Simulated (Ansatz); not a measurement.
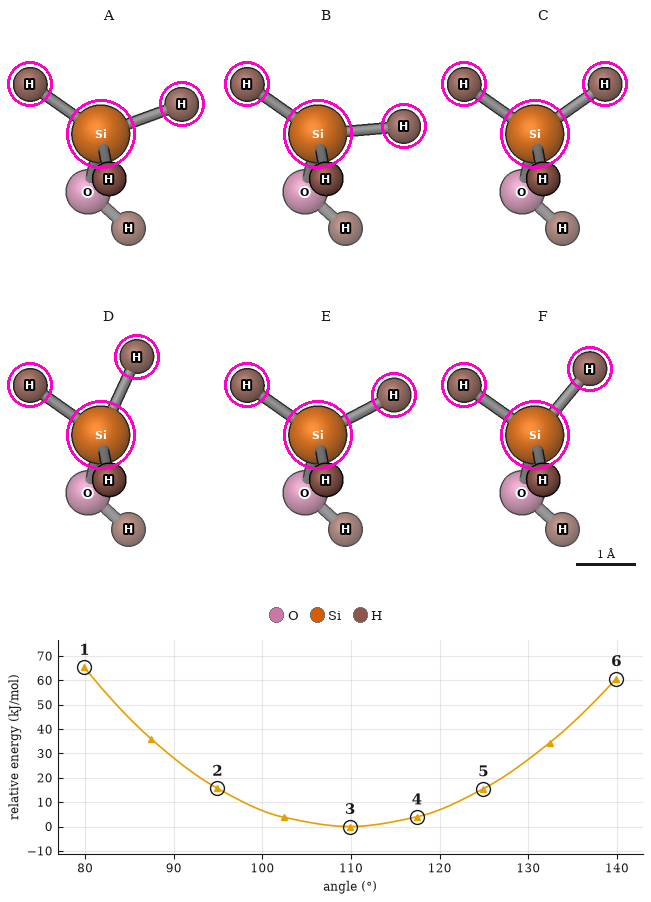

A scan of SiH$_{4}$O: one H–Si–H angle is varied, with the rest of the molecule carried along rigidly. The frames are shuffled; the numbered points of the plot belong to them. The picture is a ball-and-stick view, seen onto the plane of the angle. The ringed atoms are those of the scanned coordinate.

Computed with Ansatz: CCSD(T), basis def2-TZVPP, on geometries moved rigidly from the minimum at PBE0-D4/def2-TZVP. Coupled cluster with a frozen core. Energies are counted from the PBE0-D4/def2-TZVP minimum geometry at the same level.

Match the frames to the points.

Point 1 is frame D (the angle 79.9°, 65.4 kJ/mol); 2 is frame F (the angle 94.9°, 15.7 kJ/mol); 3 is frame C (the angle 109.9°, 0.0 kJ/mol); 4 is frame E (the angle 117.4°, 4.0 kJ/mol); 5 is frame A (the angle 124.9°, 15.5 kJ/mol); 6 is frame B (the angle 139.9°, 60.7 kJ/mol). The lowest computed point lies at the angle 109.9° (0.0 kJ/mol). At the ends of the scan the energy is 65.4 kJ/mol (79.9°) and 60.7 kJ/mol (139.9°). The curvature at the lowest point is about 4.7 eV/rad².
